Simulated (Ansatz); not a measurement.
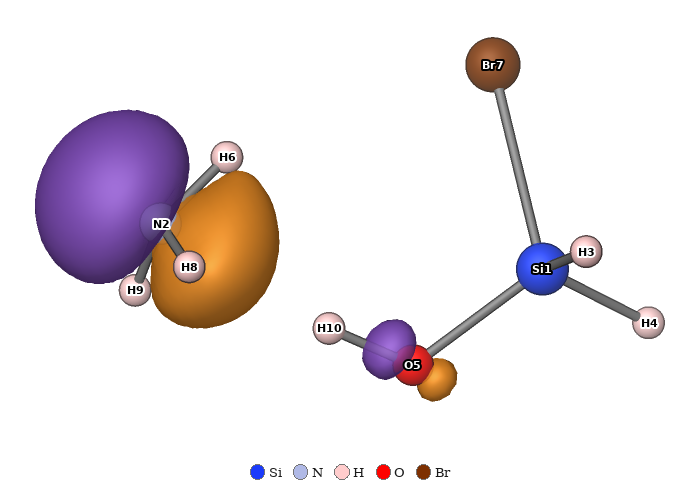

BrH$_{3}$OSi···NH$_{3}$. The HOMO at ±0.2 Å⁻³ᐟ² (orange and purple are the two phases), seen at a tilt.

Level of theory: RKS B3LYP-D4/def2-SVP in Ansatz 0.2.0.

Input file:

```
crystal:
  periodic: [false, false, false]
  atoms:
    - { symbol: Si, position_ang: [-0.765216, 0.972724, -0.476323] }
    - { symbol: "N", position_ang: [1.400663, -1.054388, 0.545772] }
    - { symbol: H, position_ang: [0.585558, 1.201486, -1.046557] }
    - { symbol: H, position_ang: [-1.760558, 1.876704, -1.092773] }
    - { symbol: O, position_ang: [-1.376031, -0.547468, -0.703691] }
    - { symbol: H, position_ang: [1.407884, -0.08808, 0.859894] }
    - { symbol: Br, position_ang: [-0.664651, 1.598547, 1.728872] }
    - { symbol: H, position_ang: [1.35908, -1.126297, -0.464727] }
    - { symbol: H, position_ang: [0.651715, -1.56472, 1.004727] }
    - { symbol: H, position_ang: [-0.838344, -1.268508, -0.355195] }
basis:
  gaussian: { orbitals: def2-SVP }
hamiltonian:
  xc: b3lyp
  dispersion: d4
relax:
  f_tol: 0.03
  max_steps: 50
output:
  orbitals: {}
```

Command:

```sh
ansatz run input.yaml --threads 2 --pin off --max-ram 3072MiB --backend cpu --events-out ev --progress --plain --runs-dir out
```

The fields are those of the run's last geometry, not of the input's.

> Describe this orbital and give its energy.

By Hirshfeld shares it lies mainly on N2 (about 75 %); largely a lone pair of N2. Its energy is −7.52 eV.
